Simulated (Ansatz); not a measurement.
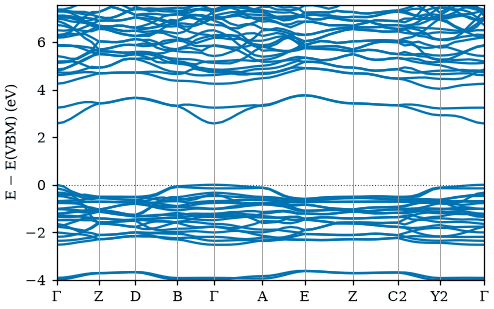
Band structure from LDA in the plane-wave PAW code Ansatz

Read off the gap and where the band edges lie.

About 2.6 eV (2.57 eV by a search for the band edges); maximum at Γ, minimum at Γ.

The material is Rb2CdI4 in space group P2_1/m (No. 11; Pearson symbol mP14).

The first step of the workflow began from a Materials Project structure, measured or hypothetical; the Crystallography Open Database copy checked does not list it. Its standing as an ambient phase is unchecked. Symmetry was held in the LDA relaxation; its stability against distortions is not shown here. Spin–orbit coupling is left out wherever it is not named.

Potentials: the later of the program's two PAW sets.
